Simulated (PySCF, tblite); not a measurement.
# C6H9N2O+: a rotation path, then NMR shifts on frames, part 1 of 2

Aim: move C6H9N2O+ (`CCC(=O)[n+]1cc[nH]c1`) away from its starting geometry and see how NMR shifts follow the geometry.

Programs: tblite 0.8.0 and PySCF 2.14.0, with density-fitted response routines of our own. Each step states its level of theory. These are calculated values for one molecule in the gas phase, unless marked as measured. Atoms are numbered from 0 throughout.

## (1) Starting geometry

18 atoms, charge 1, multiplicity 1; geometry from: GFN2-xTB.

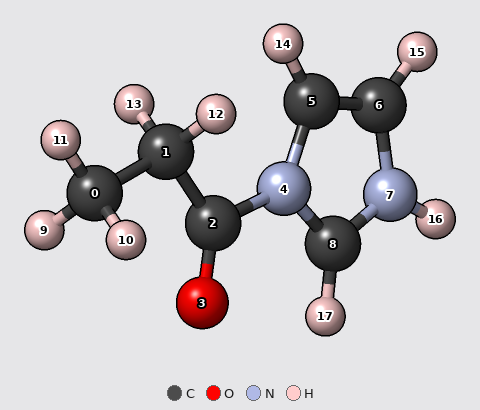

The starting geometry (carbon dark grey, oxygen red, nitrogen light blue, hydrogen pink), atoms numbered.

## (2) The rotation path with GFN2-xTB

Job settings and geometry (Å):

```
{"job": {"kind": "neb", "xc": "GFN2-xTB", "basis": "xTB", "atoms": [0, 1, 2, 4], "turn": 120}, "charge": 1, "multiplicity": 1}
C     -3.041882     0.106418    -0.092707
C     -1.581664     0.548020    -0.034899
C     -0.675349    -0.626782    -0.041896
O     -0.939768    -1.779789    -0.085420
N      0.768800    -0.282666     0.014509
C      1.378448     0.943040     0.070071
C      2.719823     0.724691     0.107046
N      2.902508    -0.627840     0.073454
C      1.720642    -1.219650     0.017826
H     -3.231378    -0.466240    -0.996085
H     -3.285630    -0.517555     0.762401
H     -3.693194     0.974645    -0.087631
H     -1.399371     1.132091     0.872117
H     -1.345690     1.184293    -0.893111
H      0.839423     1.867829     0.079256
H      3.531489     1.422530     0.153707
H      3.798322    -1.100200     0.088871
H      1.525713    -2.276517    -0.019169
```

Method: GFN2-xTB climbing-image nudged elastic band, gas phase.

Launch:

```bash
$ OMP_NUM_THREADS=1 python probes_run.py task.json out
```

The driver reads the jobs from task.json and runs them one after another.

The log of the run:

```text
image   E - E0 / eV
  0       0.0000
  1       0.0135
  2       0.0411
  3       0.0702
  4       0.0869
  5       0.0833
  6       0.0633
  7       0.0388
  8       0.0278
```

It took 5 s on 1 thread of Arm Neoverse N1, shared host; peak memory 0.18 GiB.

The final band, with the dihedral C0–C1–C2–N4:

```tsv
image	dihedral (°)	energy (eV)	energy (kcal/mol)
0	-180	0.000	0.0
1	-167	0.014	0.3
2	-154	0.041	0.9
3	-142	0.070	1.6
4	-129	0.087	2.0
5	-116	0.083	1.9
6	-103	0.063	1.5
7	-90	0.039	0.9
8	-77	0.028	0.6
```

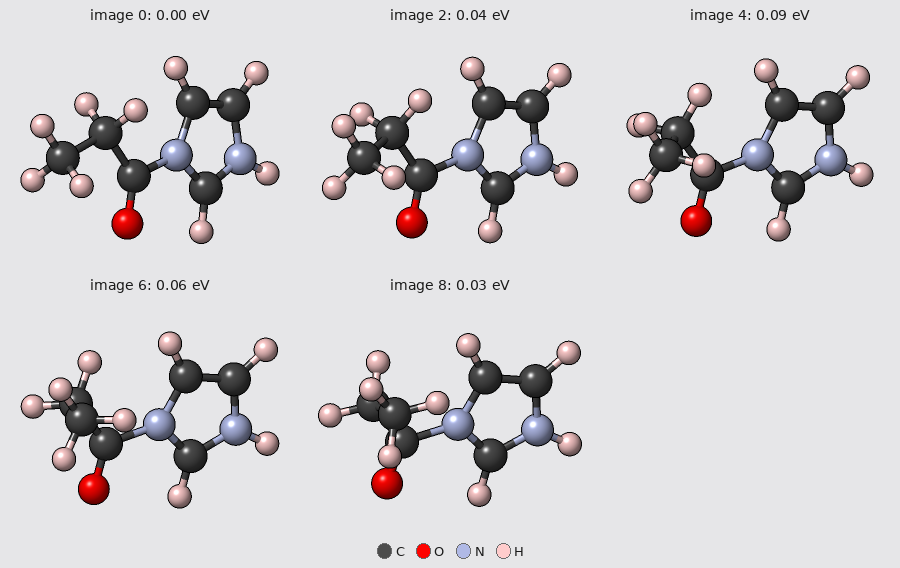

Images along the band.

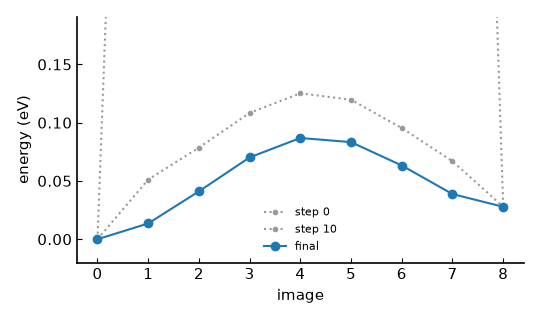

Energy along the band, early and final.

## (3) Nuclear shieldings: image 0, PBE0/pcSseg-1

Job settings and geometry (Å):

```
{"job": {"kind": "nmr", "xc": "PBE0", "basis": "pcSseg-1", "pop": false}, "charge": 1, "multiplicity": 1}
C     -3.041900     0.106400    -0.092700
C     -1.581700     0.548000    -0.034900
C     -0.675300    -0.626800    -0.041900
O     -0.939800    -1.779800    -0.085400
N      0.768800    -0.282700     0.014500
C      1.378400     0.943000     0.070100
C      2.719800     0.724700     0.107000
N      2.902500    -0.627800     0.073500
C      1.720600    -1.219600     0.017800
H     -3.231400    -0.466200    -0.996100
H     -3.285600    -0.517600     0.762400
H     -3.693200     0.974600    -0.087600
H     -1.399400     1.132100     0.872100
H     -1.345700     1.184300    -0.893100
H      0.839400     1.867800     0.079300
H      3.531500     1.422500     0.153700
H      3.798300    -1.100200     0.088900
H      1.525700    -2.276500    -0.019200
```

Level: GIAO PBE0/pcSseg-1 NMR shielding, non-relativistic, gas phase.

The log of the run:

```text
coarse grid: 15312 points
cycle   1  E = -417.8017866837  dE =  2.106e+00  |g| = 8.745e-01  |ddm| = 3.840e+00
cycle   2  E = -417.2174411934  dE =  5.843e-01  |g| = 1.957e+00  |ddm| = 2.158e+00
cycle   3  E = -417.9600089069  dE = -7.426e-01  |g| = 1.579e-01  |ddm| = 1.543e+00
cycle   4  E = -417.9632191300  dE = -3.210e-03  |g| = 1.142e-01  |ddm| = 2.097e-01
cycle   5  E = -417.9661188244  dE = -2.900e-03  |g| = 2.625e-02  |ddm| = 9.307e-02
cycle   6  E = -417.9662671895  dE = -1.484e-04  |g| = 6.535e-03  |ddm| = 2.240e-02
cycle   7  E = -417.9662756772  dE = -8.488e-06  |g| = 2.624e-03  |ddm| = 6.102e-03
final grid: 148792 points
cycle   8  E = -418.0269171739  dE = -3.759e-05  |g| = 1.578e-02  |ddm| = 4.727e-02
cycle   9  E = -418.0268030676  dE =  1.141e-04  |g| = 2.929e-02  |ddm| = 2.936e-02
cycle  10  E = -418.0269659087  dE = -1.628e-04  |g| = 3.120e-03  |ddm| = 1.996e-02
cycle  11  E = -418.0269678347  dE = -1.926e-06  |g| = 6.524e-04  |ddm| = 2.322e-03
cycle  12  E = -418.0269679152  dE = -8.058e-08  |g| = 2.737e-04  |ddm| = 6.431e-04
cycle  13  E = -418.0269679320  dE = -1.672e-08  |g| = 4.480e-05  |ddm| = 2.208e-04
cycle  14  E = -418.0269679324  dE = -4.233e-10  |g| = 1.679e-05  |ddm| = 5.038e-05
converged SCF energy = -418.0269679324

GIAO shielding tensors (ppm)
atom      isotropic    diamagn.    paramagn.     s11        s22        s33       span
  0 C      177.666     241.124     -63.458    171.610    175.611    185.779     14.169
  1 C      155.270     254.144     -98.875    141.598    146.486    177.725     36.126
  2 C       13.518     251.324    -237.806   -120.567     59.399    101.721    222.288
  3 O     -196.007     400.193    -596.200   -575.433   -337.776    325.188    900.622
  4 N       14.482     337.028    -322.546    -78.904    -15.988    138.337    217.241
  5 C       60.443     251.024    -190.581    -19.301     55.890    144.742    164.043
  6 C       58.439     257.337    -198.897    -18.126     54.104    139.339    157.465
  7 N       74.400     333.662    -259.262    -40.551     69.441    194.309    234.860
  8 C       47.713     251.434    -203.721     -3.235     11.391    134.984    138.219
  9 H       29.791      26.712       3.080     25.368     27.569     36.437     11.069
 10 H       29.794      26.714       3.080     25.371     27.569     36.441     11.070
 11 H       29.969      25.161       4.808     24.833     27.418     37.655     12.822
 12 H       28.495      31.767      -3.272     23.233     29.439     32.813      9.580
 13 H       28.492      31.752      -3.260     23.232     29.431     32.814      9.582
 14 H       23.799      31.582      -7.784     19.671     24.373     27.352      7.680
 15 H       23.990      29.096      -5.105     20.270     25.028     26.672      6.402
 16 H       21.806      27.596      -5.790     16.124     21.954     27.342     11.218
 17 H       22.725      30.440      -7.716     17.622     25.024     25.528      7.906
```

Wall time 60 s (1 thread of Arm Neoverse N1, shared host); peak memory 0.87 GiB.

The references, computed at this level on geometries of the same kind, shield at (ppm): 1H TMS 31.72, 13C TMS 186.9, 15N NH3 267.7, 17O H2O 336.1. Their shielding less the atom's gives the shift. The references are single molecules in the gas phase, so shifts against H2O, NH3, PH3, H3PO4 or CFCl3 are not on the usual liquid scales and can be off by tens of ppm. Each atom is listed at this fixed geometry, with no averaging over motion; a spectrum would average atoms that exchange fast.

```tsv
atoms	environment	σ (ppm)	δ (ppm)
C2	amide carbonyl carbon	13.5	173.4
C8	aromatic CH between two ring heteroatoms	47.7	139.2
C6	aromatic CH next to a ring nitrogen	58.4	128.5
C5	aromatic CH next to a ring nitrogen	60.4	126.5
C1	sp3 CH2 α to a carbonyl	155.3	31.7
C0	methyl carbon	177.7	9.3
H16	hydrogen on a pyrrole-type ring nitrogen	21.81	9.91
H17	hydrogen on an aromatic CH between two ring heteroatoms	22.72	8.99
H14	hydrogen on an aromatic CH next to a ring nitrogen	23.80	7.92
H15	hydrogen on an aromatic CH next to a ring nitrogen	23.99	7.73
H13	hydrogen on an sp3 CH2 α to a carbonyl	28.49	3.22
H12	hydrogen on an sp3 CH2 α to a carbonyl	28.50	3.22
H9	hydrogen on a methyl carbon	29.79	1.93
H10	hydrogen on a methyl carbon	29.79	1.92
H11	hydrogen on a methyl carbon	29.97	1.75
O3	amide-type carbonyl oxygen	-196.0	532.1
N4	cationic ring nitrogen	14.5	253.2
N7	pyrrole-type ring nitrogen	74.4	193.3
```

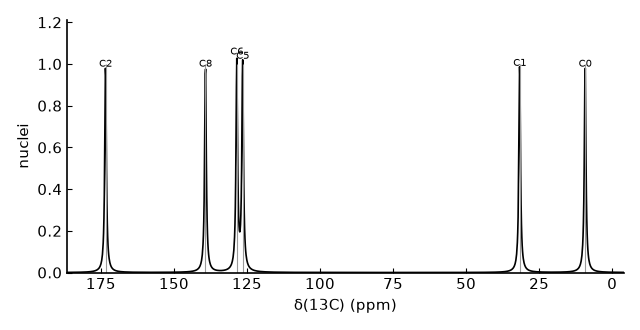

13C lines at the computed shifts, without couplings. Lines are broadened to a width of 0.66 ppm (Lorentzian).

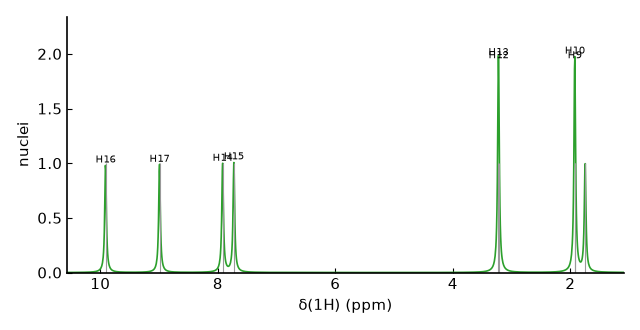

1H lines at the computed shifts, without couplings. Lines are broadened to a width of 0.03 ppm (Lorentzian).

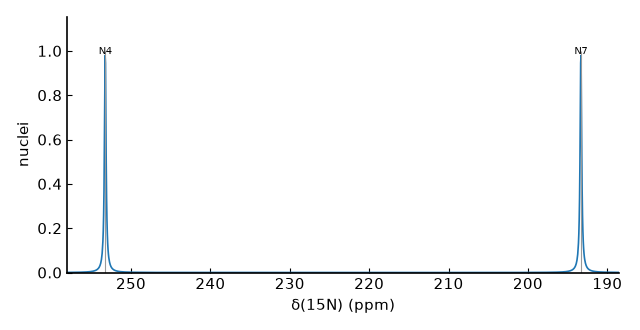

15N lines at the computed shifts, without couplings. Lines are broadened to a width of 0.24 ppm (Lorentzian).

Ring of atoms N4, C5, C6, N7, C8: NICS(0) -13.6, NICS(1) -10.4, NICS(1)zz -27.3 ppm (means of both faces).

The fields below are evaluated on a grid from the run's orbitals.

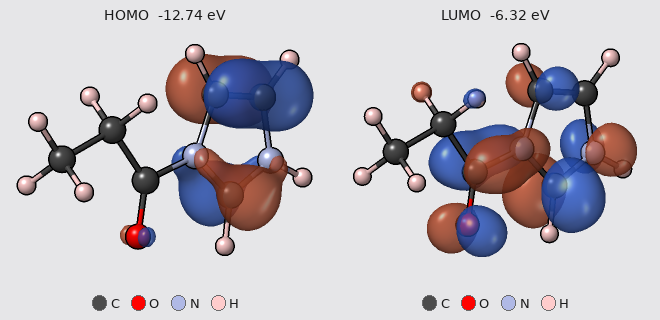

PBE0/pcSseg-1 orbitals near the gap, drawn at the value that encloses 70 % of each; the two colours are the two signs.

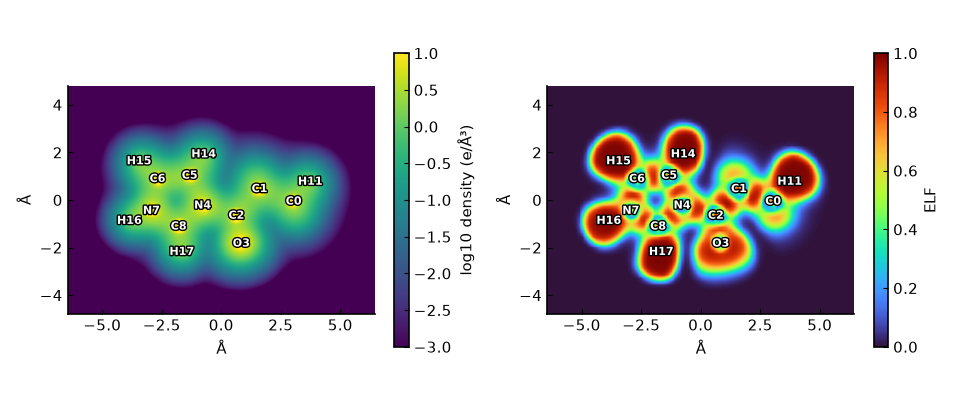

Density (left) and ELF (right) in a plane through or near 14 of the atoms.

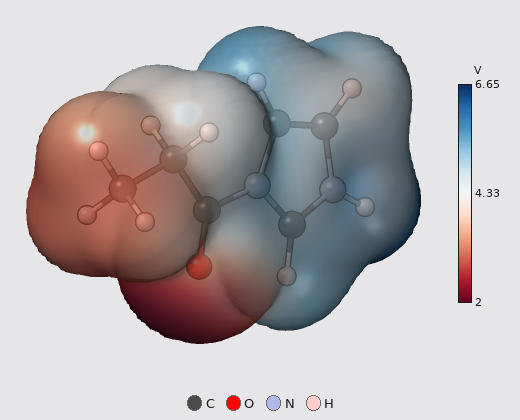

Electrostatic potential on the surface of density 0.002 e/bohr³; red is low, blue high. It runs, from the 1st to the 99th percentile, from 2.00 V near O3 to 6.65 V near H16.

## (4) NMR shieldings: image 2, PBE0/pcSseg-1

Job settings and geometry (Å):

```
{"job": {"kind": "nmr", "xc": "PBE0", "basis": "pcSseg-1", "pop": false}, "charge": 1, "multiplicity": 1}
C     -2.997500     0.116700     0.109400
C     -1.586900     0.544600    -0.293500
C     -0.665400    -0.618600    -0.300100
O     -0.911400    -1.766800    -0.451800
N      0.764300    -0.278700    -0.082200
C      1.357500     0.934700     0.145700
C      2.687600     0.710100     0.307800
N      2.882300    -0.634600     0.177100
C      1.717100    -1.215400    -0.058500
H     -3.395600    -0.613700    -0.587400
H     -2.982600    -0.324200     1.102300
H     -3.652100     0.982300     0.123800
H     -1.232800     1.327500     0.375500
H     -1.606000     0.951100    -1.311000
H      0.821400     1.860500     0.179500
H      3.482600     1.400900     0.504900
H      3.775200    -1.106400     0.260700
H      1.533500    -2.263600    -0.213700
```

Level: GIAO PBE0/pcSseg-1 NMR shielding, non-relativistic, gas phase.

The log of the run:

```text
coarse grid: 15312 points
cycle   1  E = -417.8001692532  dE =  2.111e+00  |g| = 8.757e-01  |ddm| = 3.830e+00
cycle   2  E = -417.2122248540  dE =  5.879e-01  |g| = 1.963e+00  |ddm| = 2.161e+00
cycle   3  E = -417.9585013563  dE = -7.463e-01  |g| = 1.598e-01  |ddm| = 1.550e+00
cycle   4  E = -417.9618424439  dE = -3.341e-03  |g| = 1.148e-01  |ddm| = 2.115e-01
cycle   5  E = -417.9647687015  dE = -2.926e-03  |g| = 2.624e-02  |ddm| = 9.326e-02
cycle   6  E = -417.9649168154  dE = -1.481e-04  |g| = 6.684e-03  |ddm| = 2.248e-02
cycle   7  E = -417.9649257996  dE = -8.984e-06  |g| = 2.613e-03  |ddm| = 6.229e-03
final grid: 148792 points
cycle   8  E = -418.0252111651  dE = -2.428e-05  |g| = 1.504e-02  |ddm| = 3.259e-02
cycle   9  E = -418.0251034762  dE =  1.077e-04  |g| = 2.830e-02  |ddm| = 2.803e-02
cycle  10  E = -418.0252553919  dE = -1.519e-04  |g| = 2.866e-03  |ddm| = 1.915e-02
cycle  11  E = -418.0252570056  dE = -1.614e-06  |g| = 6.084e-04  |ddm| = 2.093e-03
cycle  12  E = -418.0252570781  dE = -7.254e-08  |g| = 2.420e-04  |ddm| = 5.994e-04
cycle  13  E = -418.0252570911  dE = -1.297e-08  |g| = 4.258e-05  |ddm| = 1.922e-04
cycle  14  E = -418.0252570915  dE = -3.689e-10  |g| = 1.558e-05  |ddm| = 4.295e-05
converged SCF energy = -418.0252570915

GIAO shielding tensors (ppm)
atom      isotropic    diamagn.    paramagn.     s11        s22        s33       span
  0 C      176.309     242.506     -66.198    167.576    174.842    186.509     18.934
  1 C      156.360     253.845     -97.485    140.986    150.937    177.159     36.173
  2 C       13.246     251.101    -237.855   -121.347     60.388    100.696    222.043
  3 O     -192.047     400.346    -592.393   -560.432   -344.499    328.791    889.222
  4 N       13.895     336.835    -322.940    -79.178    -15.995    136.859    216.038
  5 C       60.240     251.348    -191.109    -20.184     56.706    144.196    164.380
  6 C       58.457     257.375    -198.918    -18.358     54.323    139.406    157.764
  7 N       73.655     333.623    -259.968    -41.445     68.685    193.725    235.169
  8 C       47.686     251.421    -203.735     -3.298     11.062    135.296    138.594
  9 H       29.430      26.612       2.819     24.724     27.503     36.064     11.341
 10 H       30.172      27.592       2.580     25.785     28.210     36.520     10.734
 11 H       29.940      25.527       4.413     24.955     27.273     37.592     12.637
 12 H       28.558      33.420      -4.861     22.273     29.508     33.893     11.620
 13 H       28.430      29.688      -1.257     24.120     27.799     33.371      9.251
 14 H       23.732      31.503      -7.772     19.541     24.281     27.374      7.833
 15 H       23.987      29.110      -5.123     20.279     25.024     26.658      6.379
 16 H       21.764      27.584      -5.820     16.085     21.923     27.283     11.197
 17 H       22.714      30.410      -7.696     17.608     25.031     25.501      7.893
```

It took 44 s on 1 thread of Arm Neoverse N1, shared host; peak memory 0.92 GiB.

This run: δ C2 173.7, C8 139.2, C6 128.5, C5 126.7, H16 9.95, H17 9.00 ppm.

## (5) Nuclear shieldings: image 4, PBE0/pcSseg-1

Job settings and geometry (Å):

```
{"job": {"kind": "nmr", "xc": "PBE0", "basis": "pcSseg-1", "pop": false}, "charge": 1, "multiplicity": 1}
C     -2.853100     0.166500     0.288400
C     -1.608200     0.519200    -0.535500
C     -0.657700    -0.620600    -0.543600
O     -0.868000    -1.759500    -0.792300
N      0.739500    -0.284000    -0.165000
C      1.286800     0.910000     0.223800
C      2.598200     0.686000     0.496300
N      2.829400    -0.639800     0.270100
C      1.703900    -1.209300    -0.129100
H     -3.372500    -0.683400    -0.141900
H     -2.575800    -0.071500     1.311900
H     -3.524300     1.019600     0.301000
H     -1.163900     1.431700    -0.150100
H     -1.914400     0.695200    -1.571000
H      0.738500     1.826700     0.290200
H      3.354900     1.368500     0.827000
H      3.718500    -1.107500     0.402000
H      1.559600    -2.241800    -0.393800
```

With the program's defaults for keys left out, this is: GIAO PBE0/pcSseg-1 NMR shielding, non-relativistic, gas phase.

The log of the run:

```text
coarse grid: 15312 points
cycle   1  E = -417.7986878869  dE =  2.109e+00  |g| = 8.760e-01  |ddm| = 3.820e+00
cycle   2  E = -417.2057352376  dE =  5.930e-01  |g| = 1.970e+00  |ddm| = 2.167e+00
cycle   3  E = -417.9565317371  dE = -7.508e-01  |g| = 1.628e-01  |ddm| = 1.568e+00
cycle   4  E = -417.9600827686  dE = -3.551e-03  |g| = 1.158e-01  |ddm| = 2.144e-01
cycle   5  E = -417.9630624943  dE = -2.980e-03  |g| = 2.603e-02  |ddm| = 9.351e-02
cycle   6  E = -417.9632078306  dE = -1.453e-04  |g| = 6.964e-03  |ddm| = 2.249e-02
cycle   7  E = -417.9632177912  dE = -9.961e-06  |g| = 2.584e-03  |ddm| = 6.409e-03
final grid: 148792 points
cycle   8  E = -418.0230791098  dE = -2.393e-05  |g| = 1.474e-02  |ddm| = 3.115e-02
cycle   9  E = -418.0229743704  dE =  1.047e-04  |g| = 2.786e-02  |ddm| = 2.741e-02
cycle  10  E = -418.0231215753  dE = -1.472e-04  |g| = 2.822e-03  |ddm| = 1.876e-02
cycle  11  E = -418.0231231308  dE = -1.556e-06  |g| = 5.901e-04  |ddm| = 2.026e-03
cycle  12  E = -418.0231232002  dE = -6.939e-08  |g| = 2.295e-04  |ddm| = 5.870e-04
cycle  13  E = -418.0231232118  dE = -1.160e-08  |g| = 4.436e-05  |ddm| = 1.808e-04
cycle  14  E = -418.0231232122  dE = -4.170e-10  |g| = 1.468e-05  |ddm| = 4.305e-05
converged SCF energy = -418.0231232122

GIAO shielding tensors (ppm)
atom      isotropic    diamagn.    paramagn.     s11        s22        s33       span
  0 C      173.292     244.215     -70.923    160.471    172.601    186.803     26.332
  1 C      157.792     253.125     -95.333    138.867    157.803    176.707     37.840
  2 C       12.844     250.505    -237.661   -123.370     62.559     99.344    222.713
  3 O     -190.040     400.387    -590.427   -544.242   -353.526    327.649    871.891
  4 N       13.734     336.732    -322.998    -78.597    -15.727    135.527    214.124
  5 C       59.826     251.735    -191.910    -20.975     57.482    142.970    163.945
  6 C       58.539     257.306    -198.767    -18.668     54.662    139.624    158.292
  7 N       72.683     333.469    -260.786    -42.727     67.929    192.848    235.575
  8 C       47.675     251.284    -203.610     -3.580     10.839    135.764    139.344
  9 H       29.426      26.910       2.517     24.674     27.657     35.948     11.275
 10 H       30.261      28.695       1.565     25.771     28.934     36.078     10.307
 11 H       29.832      26.046       3.786     25.166     26.896     37.433     12.267
 12 H       28.617      33.759      -5.142     22.524     29.215     34.112     11.589
 13 H       28.371      28.489      -0.117     24.680     26.446     33.988      9.309
 14 H       23.662      31.445      -7.782     19.419     24.188     27.381      7.962
 15 H       23.976      29.162      -5.186     20.292     25.003     26.633      6.341
 16 H       21.730      27.591      -5.861     16.059     21.902     27.230     11.171
 17 H       22.722      30.288      -7.565     17.642     25.045     25.480      7.838
```

Wall time 44 s (1 thread of Arm Neoverse N1, shared host); peak memory 0.92 GiB.

This run: δ C2 174.1, C8 139.3, C6 128.4, C5 127.1, H16 9.99, H17 8.99 ppm.

(Continued in part 2 of 2.)
